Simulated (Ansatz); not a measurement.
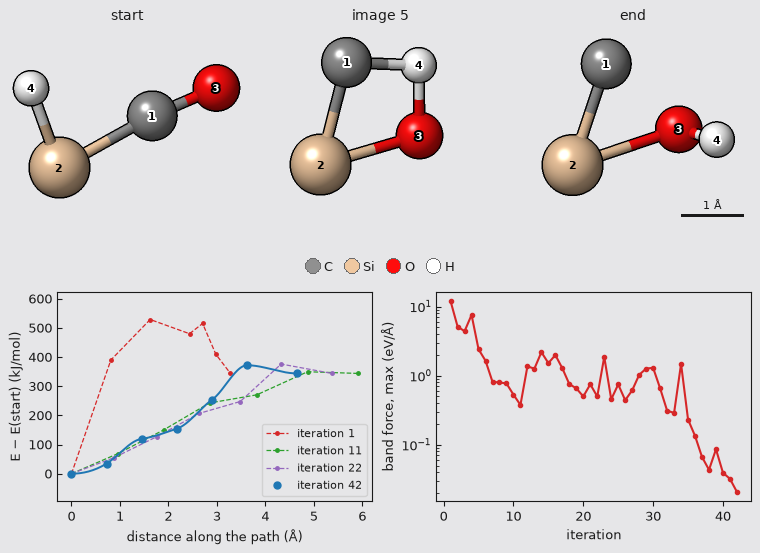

A search for the minimum-energy path of CHOSi (charge −1) by the nudged elastic band. Images are numbered from 0 (start) to 6 (end). The plot follows the band through its iterations. The picture is a ball-and-stick view, seen at a tilt.

All numbers below come from UKS B3LYP/def2-SVP in Ansatz 0.2.0.

Input file:
```yaml
crystal:
  periodic: [false, false, false]
  atoms:
    - { symbol: C, position_ang: [-0.351291, -0.089459, -0.575693] }
    - { symbol: Si, position_ang: [0.278999, 1.02479, 0.664891] }
    - { symbol: O, position_ang: [-0.822125, -0.729696, -1.460625] }
    - { symbol: H, position_ang: [0.894427, -0.205634, 1.371427] }
total_charge: -1
magnetization:
  spin_polarized: true
basis:
  gaussian: { orbitals: def2-SVP }
hamiltonian:
  xc: b3lyp
neb:
  order_check: false
  images: 5
  f_tol: 0.03
  max_iterations: 60
  final_atoms:
    - { symbol: C, position_ang: [0.29209043, 0.43236475, -1.10623733] }
    - { symbol: Si, position_ang: [-0.32321624, 1.25291302, 0.34314061] }
    - { symbol: O, position_ang: [-0.40323488, -0.67416543, 0.21278515] }
    - { symbol: H, position_ang: [0.43437069, -1.01111134, 0.55031157] }
  initial_path:
    images:
      - { positions_ang: [[-0.351291, -0.089459, -0.575693], [0.278999, 1.02479, 0.664891], [-0.822125, -0.729696, -1.460625], [0.894427, -0.205634, 1.371427]] }
      - { positions_ang: [[0.04515036, -0.05115086, -0.49066425], [0.0263854, 1.0970505, 0.47353388], [-0.77672685, -0.61530131, -1.03310931], [0.70520109, -0.43059733, 1.05023968]] }
      - { positions_ang: [[0.44159172, -0.01284272, -0.4056355], [-0.22622821, 1.16931099, 0.28217676], [-0.7313287, -0.50090661, -0.60559362], [0.51597518, -0.65556066, 0.72905237]] }
      - { positions_ang: [[0.83803308, 0.02546541, -0.32060676], [-0.47884181, 1.24157149, 0.09081964], [-0.68593055, -0.38651192, -0.17807793], [0.32674927, -0.88052398, 0.40786505]] }
      - { positions_ang: [[0.6560522, 0.16109852, -0.58248362], [-0.42696662, 1.245352, 0.17492663], [-0.59169866, -0.48239642, -0.04779024], [0.36262308, -0.9240531, 0.45534722]] }
      - { positions_ang: [[0.47407132, 0.29673164, -0.84436047], [-0.37509143, 1.24913251, 0.25903362], [-0.49746677, -0.57828092, 0.08249745], [0.39849688, -0.96758222, 0.5028294]] }
      - { positions_ang: [[0.29209043, 0.43236475, -1.10623733], [-0.32321624, 1.25291302, 0.34314061], [-0.40323488, -0.67416543, 0.21278515], [0.43437069, -1.01111134, 0.55031157]] }
```

Run as
```bash
ansatz run input.yaml --threads 1 --pin off --max-ram 2048MiB --backend cpu --events-out ev --progress --plain --runs-dir out
```

Question: Did the band converge, and can the barrier be trusted?

Answer: The result is final at these settings. The band converged in 42 iterations. The largest component of the band force went from 12 to 0.021 eV/Å. The climbing image converged on the top of the path. Its vibrational analysis gives one imaginary mode (1347i cm⁻¹), as a transition state must have. The first iteration put the highest image at 528.7 kJ/mol. Forward barrier 371.8 kJ/mol, backward barrier 28.0 kJ/mol, with image 5 at the top; the reaction energy is +343.8 kJ/mol.

Limits of the set-up: the basis has no diffuse functions, which an anion needs.

Cost: 13 min on 1 thread of Arm Neoverse N1 (shared host), peak memory 0.21 GiB.
